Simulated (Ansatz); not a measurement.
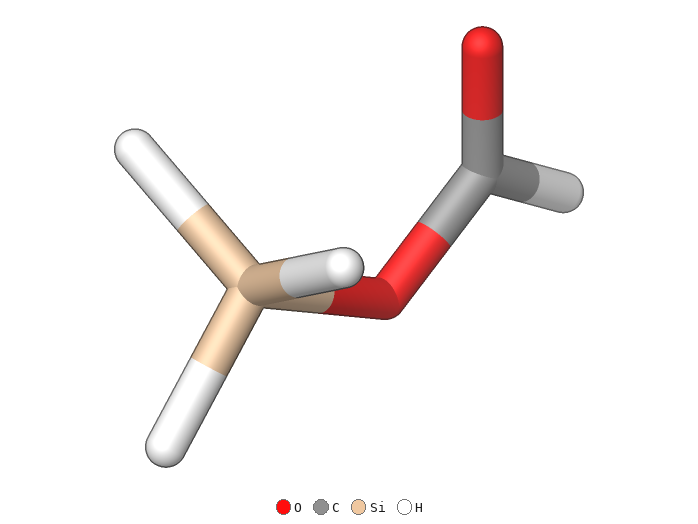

Every bond is drawn as one stick, whatever its order.

The geometry was computed by an optimisation with PBE0-D4/def2-TZVP.

Give the formula.

CH₄O₂Si, 8 atoms: 1 carbon, 4 hydrogen, 2 oxygen and 1 silicon.

Describe its rings.

It has no ring.

The parts below concern this one geometry. Atoms keep their numbers from picture to picture.

### Symmetry

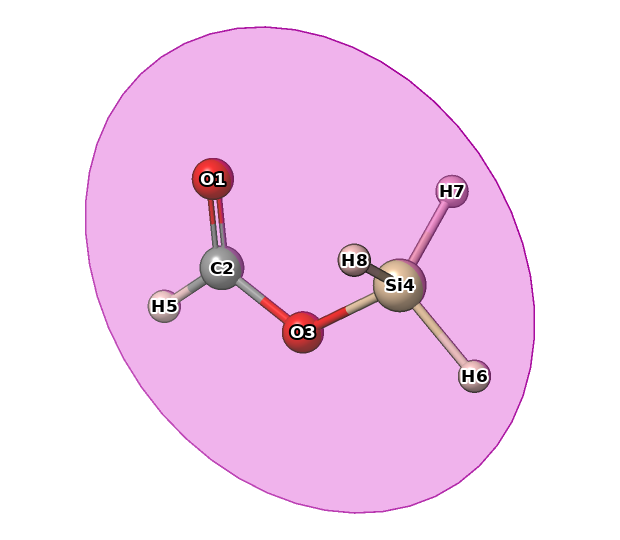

A disc through the centre of mass is drawn in. Distant atoms are faded towards the background colour.

Is the plane of the disc a mirror plane of the structure?

Yes. The reflection leaves O1, C2, O3, Si4, H5, H6 in place and moves H7 ↔ H8. The point group is Cs.

### Electronic properties

Method: RKS SPW92 (LDA)/def2-TZVPP (Ansatz 0.2.0).

What is the HOMO energy (Kohn–Sham orbital)?

−7.16 eV.

What is the HOMO–LUMO gap?

5.32 eV.

### Dipole moment

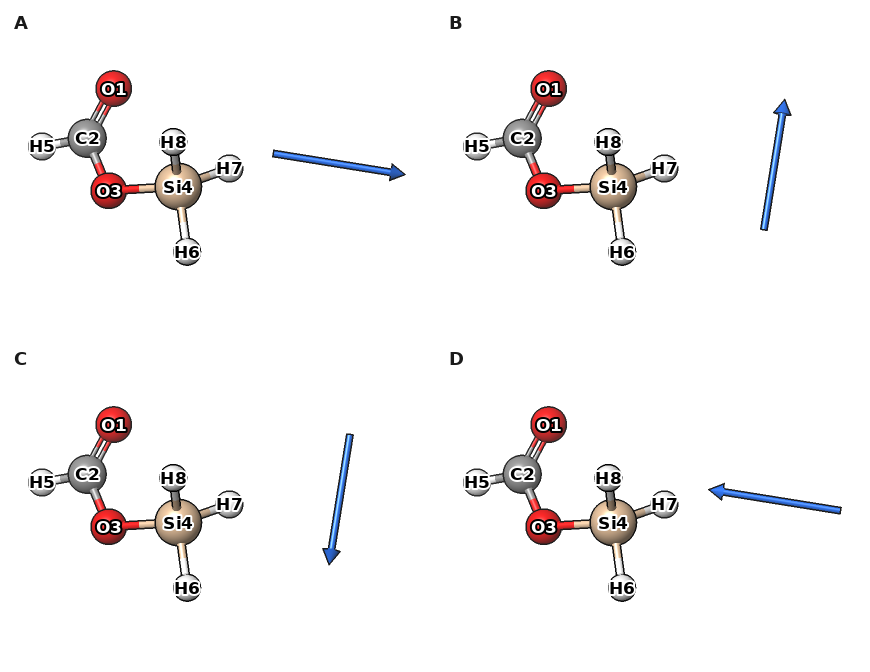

The same molecule four times, each with an arrow. Level of theory: RKS PBE0-D4/def2-TZVP (Ansatz 0.2.0).

Which arrow points along the dipole moment, from the negative to the positive end?

C. The dipole moment is 1.56 D; it points from the side of O1 to the side of H6 (the outermost atoms at the two ends).

### Charges

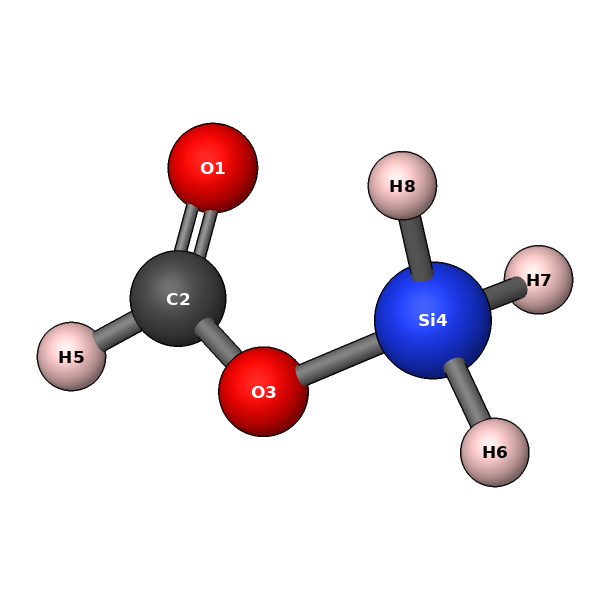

The questions are on Mulliken charges. Method: RKS r2SCAN-D4/def2-TZVPP (Ansatz 0.2.0).

Give the Mulliken charges atom by atom.

```tsv
atom	value (e)
O1	−0.32
C2	0.31
O3	−0.34
Si4	0.44
H5	0.08
H6	−0.06
H7	−0.05
H8	−0.05
```

Mulliken values depend strongly on the basis set and can even reverse the polarity of a bond.
